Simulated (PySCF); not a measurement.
Sn(H)(Vi)2(OMe), SMILES C=[CH][SnH]([CH]=C)[O]C at its GFN2-xTB optimised geometry (Å):

```
17

Sn    -1.6114    -0.6372     0.0000
C      0.5425    -0.6372     0.0000
C      1.3078    -0.3604    -1.0368
C     -2.6916    -1.9106    -1.3987
C     -2.2720    -3.1085    -1.7534
O     -1.8285    -1.4067     1.8504
C     -3.0317    -1.7152     2.4813
H     -2.3856     0.9142     0.0000
H      0.9741    -0.9142     0.9510
H      0.9085    -0.0835    -1.9980
H      2.3856    -0.3976    -0.9673
H     -3.6238    -1.5179    -1.7798
H     -1.3457    -3.5251    -1.3876
H     -2.8373    -3.7368    -2.4280
H     -3.6511    -0.8296     2.6426
H     -2.7797    -2.1440     3.4528
H     -3.6177    -2.4486     1.9200
```

Calculation: PBE0/def2-SVP, def2 effective core potentials past Kr (PySCF). The core electrons that the potentials of Sn replace are not part of the density.

Map of the electron localisation function on the plane z = 1.0 Å:

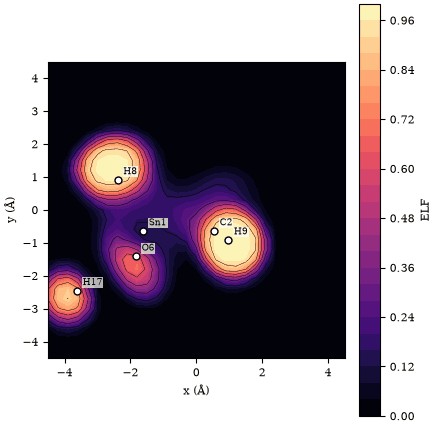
*Electron localisation function on the plane z = 1.0 Å.*
